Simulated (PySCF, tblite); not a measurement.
# divinylethylene (C6H8): dynamics, then NMR shifts on frames

Aim: move divinylethylene (C6H8) (`C=C/C=C/C=C`) away from its starting geometry and see how NMR shifts follow the geometry.

The runs use tblite 0.8.0 and PySCF 2.14.0, with density-fitted response routines of our own; the level of theory stands in each step. All values are computed, except where a source is named. Atoms count from 0, in the outputs and in this text.

## (1) The molecule as given

14 atoms, charge 0, multiplicity 1; geometry from: GFN2-xTB.

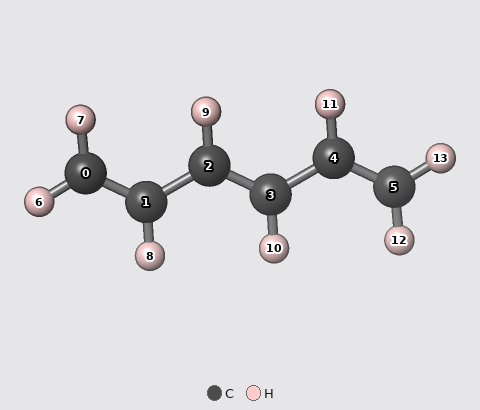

The starting geometry (carbon dark grey, hydrogen pink), atoms numbered; sticks join atoms by distance.

## (2) A short Langevin run with GFN2-xTB

What the job is given:

```
{"job": {"kind": "md", "xc": "GFN2-xTB", "basis": "xTB", "temperature": 300, "steps": 2000, "every": 50, "frames": 5}, "charge": 0, "multiplicity": 1}
C     -2.957179     0.902438    -0.432964
C     -1.892931     0.318008     0.113582
C     -0.537163     0.598402    -0.277594
C      0.537375     0.010764     0.274137
C      1.892694     0.292967    -0.117457
C      2.957163    -0.289375     0.430588
H     -3.960415     0.672005    -0.119006
H     -2.857215     1.634142    -1.217881
H     -2.021692    -0.414994     0.900120
H     -0.402320     1.330558    -1.064137
H      0.403194    -0.721315     1.061086
H      2.021593     1.025292    -0.904629
H      2.856019    -1.021178     1.215155
H      3.960200    -0.058161     0.116833
```

Method: GFN2-xTB Langevin dynamics, gas phase.

Run with:

```console
$ OMP_NUM_THREADS=1 python probes_run.py task.json out
```

This one command runs all jobs of the session in turn.

Log:

```text
t/fs     T/K      E/eV
    0.0   232.4   -458.14103
   25.0    99.2   -457.75122
   50.0   277.5   -457.86886
   75.0   244.3   -457.68084
  100.0   285.5   -457.60061
  125.0   356.8   -457.64658
  150.0   296.7   -457.76959
  175.0   290.4   -457.78285
  200.0   323.1   -457.61267
  225.0   377.3   -457.72219
  250.0   243.0   -457.62092
  275.0   299.2   -457.75332
  300.0   201.0   -457.57455
  325.0   258.2   -457.64245
  350.0   414.8   -457.73776
  375.0   371.7   -457.76070
  400.0   286.7   -457.58105
  425.0   301.3   -457.55604
  450.0   414.4   -457.58863
  475.0   323.9   -457.61418
  500.0   335.9   -457.65360
  525.0   350.7   -457.76736
  550.0   377.9   -457.69508
  575.0   289.9   -457.55639
  600.0   310.3   -457.58068
  625.0   358.0   -457.68327
  650.0   366.5   -457.77967
  675.0   273.1   -457.64106
  700.0   267.5   -457.60232
  725.0   405.5   -457.78864
  750.0   249.9   -457.44544
  775.0   312.2   -457.70067
  800.0   252.3   -457.59543
  825.0   346.1   -457.70872
  850.0   234.2   -457.46707
  875.0   298.3   -457.70186
  900.0   317.6   -457.57315
  925.0   254.8   -457.55636
  950.0   371.7   -457.50391
  975.0   383.6   -457.53638
 1000.0   339.8   -457.54758
```

Wall time 7 s (1 thread of Arm Neoverse V2, shared host); peak memory 0.18 GiB.

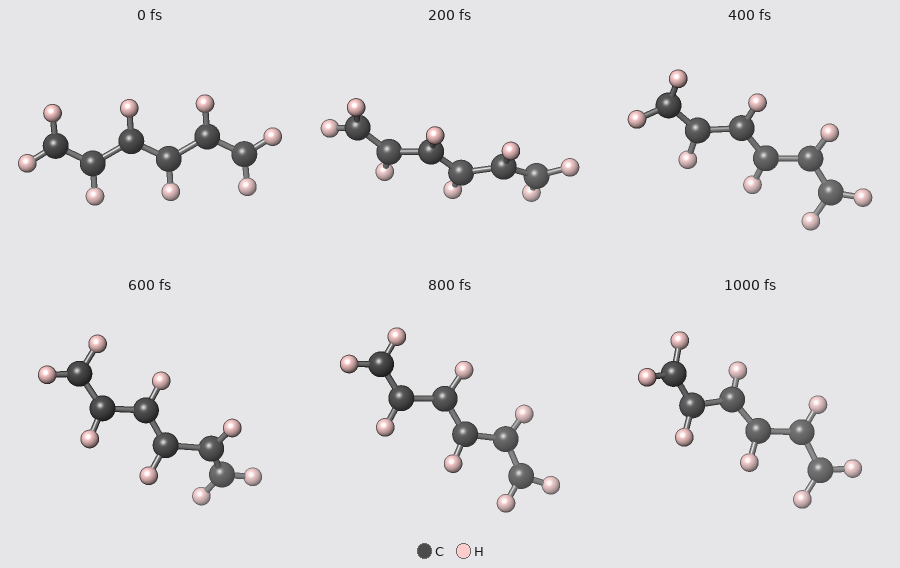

Frames of the run.

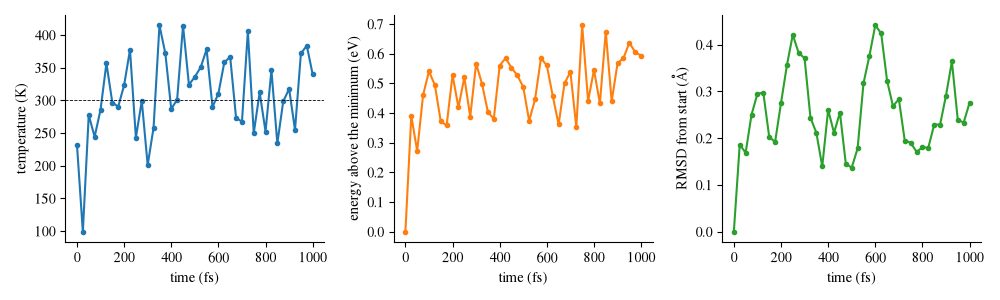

Temperature, potential energy and distance from the start.

Positions (Å) and forces (eV/Å) at 1000 fs:

```xyz
14

C    -1.813    1.787   -0.405    0.211   -0.357   -1.628
C    -1.439    0.661    0.198    1.266    0.307    0.326
C    -0.168    0.009   -0.154   -1.619   -0.627    1.839
C     0.468   -0.817    0.680    0.767   -0.854    0.756
C     1.815   -1.396    0.669   -1.546   -0.876    2.085
C     2.184   -2.205    1.713   -1.027    1.194   -1.620
H    -2.647    2.357   -0.105   -0.682    0.360    0.459
H    -1.439    2.107   -1.409    0.046   -0.408    1.116
H    -1.864    0.390    1.165    0.009   -0.020   -0.325
H     0.168    0.146   -1.106    1.052    0.759   -2.216
H     0.011   -1.124    1.612   -0.462    0.404    0.088
H     2.487   -1.147   -0.094    0.780    0.335   -0.804
H     1.446   -2.547    2.466    0.994    0.372   -0.587
H     3.211   -2.487    1.698    0.210   -0.588    0.512
```

## (3) Shielding tensors: 250 fs, PBE0/pcSseg-1

What the job is given:

```
{"job": {"kind": "nmr", "xc": "PBE0", "basis": "pcSseg-1", "pop": false}, "charge": 0, "multiplicity": 1}
C     -2.461200     1.187100    -1.031300
C     -1.961600     0.210900    -0.259800
C     -0.601300     0.271900     0.051700
C      0.225200    -0.721600     0.425800
C      1.666700    -0.595200     0.697100
C      2.460900    -1.611000     0.487200
H     -3.583200     1.345600    -1.264100
H     -1.876200     2.032400    -1.227600
H     -2.521600    -0.664000    -0.002200
H     -0.197500     1.262700    -0.068200
H     -0.214200    -1.734600     0.416800
H      1.959600     0.359100     1.060000
H      2.132700    -2.490000    -0.051900
H      3.475600    -1.559200     0.791800
```

Method: GIAO PBE0/pcSseg-1 NMR shielding, non-relativistic, gas phase.

Log:

```text
coarse grid: 11480 points
cycle   1  E = -232.9743342646  dE =  7.626e-01  |g| = 3.690e-01  |ddm| = 3.349e+00
cycle   2  E = -232.9813215447  dE = -6.987e-03  |g| = 3.450e-01  |ddm| = 6.637e-01
cycle   3  E = -233.0135151029  dE = -3.219e-02  |g| = 3.216e-02  |ddm| = 3.262e-01
cycle   4  E = -233.0135317700  dE = -1.667e-05  |g| = 3.154e-02  |ddm| = 4.924e-02
cycle   5  E = -233.0137828312  dE = -2.511e-04  |g| = 2.663e-03  |ddm| = 2.571e-02
cycle   6  E = -233.0137842485  dE = -1.417e-06  |g| = 1.119e-03  |ddm| = 3.436e-03
final grid: 110224 points
cycle   7  E = -233.0509272007  dE = -2.842e-05  |g| = 7.033e-03  |ddm| = 2.622e-02
cycle   8  E = -233.0509266303  dE =  5.703e-07  |g| = 7.174e-03  |ddm| = 1.248e-02
cycle   9  E = -233.0509401641  dE = -1.353e-05  |g| = 1.510e-03  |ddm| = 6.998e-03
cycle  10  E = -233.0509408063  dE = -6.423e-07  |g| = 1.639e-04  |ddm| = 1.423e-03
cycle  11  E = -233.0509408119  dE = -5.551e-09  |g| = 7.716e-05  |ddm| = 2.038e-04
cycle  12  E = -233.0509408132  dE = -1.374e-09  |g| = 2.438e-05  |ddm| = 8.447e-05
cycle  13  E = -233.0509408134  dE = -1.465e-10  |g| = 7.167e-06  |ddm| = 2.592e-05
converged SCF energy = -233.0509408134

GIAO shielding tensors (ppm)
atom      isotropic    diamagn.    paramagn.     s11        s22        s33       span
  0 C       53.599     253.770    -200.172    -50.431     59.295    151.932    202.363
  1 C       43.264     254.239    -210.975    -71.037     40.114    160.714    231.751
  2 C       42.614     257.488    -214.874    -55.833     48.482    135.194    191.028
  3 C       42.655     256.041    -213.386    -52.138     47.485    132.619    184.757
  4 C       45.433     255.212    -209.780    -67.624     49.434    154.487    222.111
  5 C       64.112     253.775    -189.664    -44.996     73.442    163.889    208.885
  6 H       25.025      25.996      -0.972     23.272     24.052     27.751      4.479
  7 H       26.509      33.021      -6.512     22.929     26.204     30.393      7.464
  8 H       25.083      31.355      -6.272     22.564     24.747     27.937      5.373
  9 H       25.480      36.027     -10.547     22.017     24.182     30.240      8.223
 10 H       25.141      33.739      -8.598     22.292     23.969     29.160      6.867
 11 H       25.234      32.405      -7.170     22.775     24.717     28.212      5.437
 12 H       26.056      30.904      -4.848     23.181     25.383     29.604      6.424
 13 H       26.622      28.861      -2.240     23.739     26.009     30.117      6.379
```

Run time: 10 s. Hardware: 1 thread of Arm Neoverse V2, shared host; peak memory 0.69 GiB.

Shifts follow as δ = σ(reference) − σ, with reference shieldings (ppm) from runs at the same level and on the same kind of geometry: 1H TMS 31.72, 13C TMS 186.9. The references are single molecules in the gas phase. Each atom is listed at this fixed geometry, with no averaging over motion; a spectrum would average atoms that exchange fast.

| atoms | environment | σ (ppm) | δ (ppm) |
| --- | --- | --- | --- |
| C2 | alkene CH | 42.6 | 144.3 |
| C3 | alkene CH | 42.7 | 144.3 |
| C1 | alkene CH | 43.3 | 143.7 |
| C4 | alkene CH | 45.4 | 141.5 |
| C0 | terminal =CH2 carbon | 53.6 | 133.3 |
| C5 | terminal =CH2 carbon | 64.1 | 122.8 |
| H6 | hydrogen on a terminal =CH2 carbon | 25.02 | 6.69 |
| H8 | hydrogen on an alkene CH | 25.08 | 6.63 |
| H10 | hydrogen on an alkene CH | 25.14 | 6.58 |
| H11 | hydrogen on an alkene CH | 25.23 | 6.48 |
| H9 | hydrogen on an alkene CH | 25.48 | 6.24 |
| H12 | hydrogen on a terminal =CH2 carbon | 26.06 | 5.66 |
| H7 | hydrogen on a terminal =CH2 carbon | 26.51 | 5.21 |
| H13 | hydrogen on a terminal =CH2 carbon | 26.62 | 5.10 |

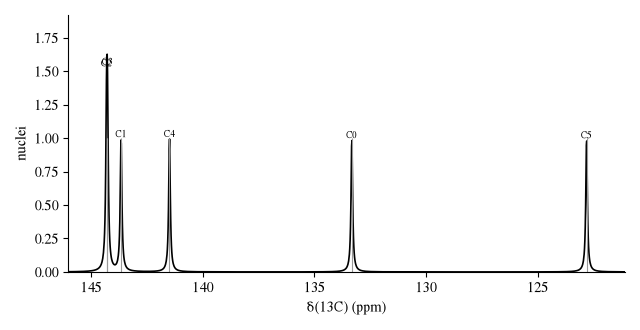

13C lines at the computed shifts, without couplings. Lines are broadened to a width of 0.09 ppm (Lorentzian).

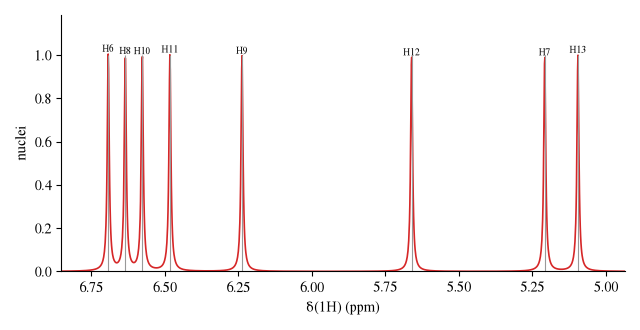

1H lines at the computed shifts, without couplings. Lines are broadened to a width of 0.01 ppm (Lorentzian).

## (4) Nuclear shieldings: 425 fs, PBE0/pcSseg-1

What the job is given:

```
{"job": {"kind": "nmr", "xc": "PBE0", "basis": "pcSseg-1", "pop": false}, "charge": 0, "multiplicity": 1}
C     -2.242000     1.254300    -0.965800
C     -1.636800     0.232500    -0.338900
C     -0.224200     0.051800    -0.421200
C      0.360700    -1.019800     0.203800
C      1.701100    -1.349400     0.447800
C      2.158800    -2.192800     1.399500
H     -3.323300     1.238500    -1.089000
H     -1.669400     2.129700    -1.409300
H     -2.183200    -0.553500     0.249400
H      0.413800     0.693500    -1.026000
H     -0.352500    -1.543800     0.891700
H      2.455500    -0.638100     0.077300
H      1.412500    -2.671000     2.005800
H      3.202500    -2.330900     1.613000
```

With the program's defaults for keys left out, this is: GIAO PBE0/pcSseg-1 NMR shielding, non-relativistic, gas phase.

Log:

```text
coarse grid: 11480 points
cycle   1  E = -232.9823254399  dE =  6.344e-01  |g| = 3.371e-01  |ddm| = 3.361e+00
cycle   2  E = -232.9892323520  dE = -6.907e-03  |g| = 3.122e-01  |ddm| = 6.197e-01
cycle   3  E = -233.0160594945  dE = -2.683e-02  |g| = 2.953e-02  |ddm| = 2.957e-01
cycle   4  E = -233.0159629554  dE =  9.654e-05  |g| = 3.515e-02  |ddm| = 5.428e-02
cycle   5  E = -233.0163023178  dE = -3.394e-04  |g| = 4.036e-03  |ddm| = 3.269e-02
cycle   6  E = -233.0163062541  dE = -3.936e-06  |g| = 1.340e-03  |ddm| = 4.406e-03
final grid: 110224 points
cycle   7  E = -233.0529305405  dE = -2.261e-05  |g| = 6.995e-03  |ddm| = 3.022e-02
cycle   8  E = -233.0529268841  dE =  3.656e-06  |g| = 7.839e-03  |ddm| = 1.337e-02
cycle   9  E = -233.0529432173  dE = -1.633e-05  |g| = 2.056e-03  |ddm| = 8.031e-03
cycle  10  E = -233.0529444313  dE = -1.214e-06  |g| = 1.425e-04  |ddm| = 1.866e-03
cycle  11  E = -233.0529444340  dE = -2.706e-09  |g| = 1.070e-04  |ddm| = 2.089e-04
cycle  12  E = -233.0529444368  dE = -2.801e-09  |g| = 2.694e-05  |ddm| = 1.022e-04
cycle  13  E = -233.0529444370  dE = -1.739e-10  |g| = 8.365e-06  |ddm| = 3.114e-05
converged SCF energy = -233.0529444370

GIAO shielding tensors (ppm)
atom      isotropic    diamagn.    paramagn.     s11        s22        s33       span
  0 C       56.003     253.320    -197.317    -49.169     63.723    153.456    202.626
  1 C       34.690     256.314    -221.624    -79.161     46.601    136.629    215.790
  2 C       40.196     256.510    -216.314    -58.555     40.085    139.059    197.614
  3 C       37.498     256.737    -219.239    -54.862     39.613    127.744    182.606
  4 C       42.151     255.544    -213.393    -72.319     37.655    161.116    233.436
  5 C       54.230     256.513    -202.283    -60.461     66.461    156.691    217.152
  6 H       25.977      27.820      -1.842     23.424     25.052     29.456      6.031
  7 H       24.910      29.370      -4.460     22.485     24.083     28.162      5.677
  8 H       24.152      30.920      -6.767     21.861     23.126     27.470      5.608
  9 H       24.911      34.420      -9.508     21.709     24.253     28.772      7.063
 10 H       24.919      34.187      -9.268     21.973     23.191     29.592      7.620
 11 H       24.764      31.568      -6.803     22.658     23.448     28.186      5.528
 12 H       26.083      31.597      -5.514     22.312     25.747     30.191      7.879
 13 H       25.726      28.993      -3.267     22.859     25.522     28.798      5.939
```

It took 10 s on 1 thread of Arm Neoverse V2, shared host; peak memory 0.75 GiB.

This run: δ C1 152.2, C3 149.4, C2 146.7, C4 144.8, H8 7.56, H11 6.95 ppm.

[end of part 1 of 2]
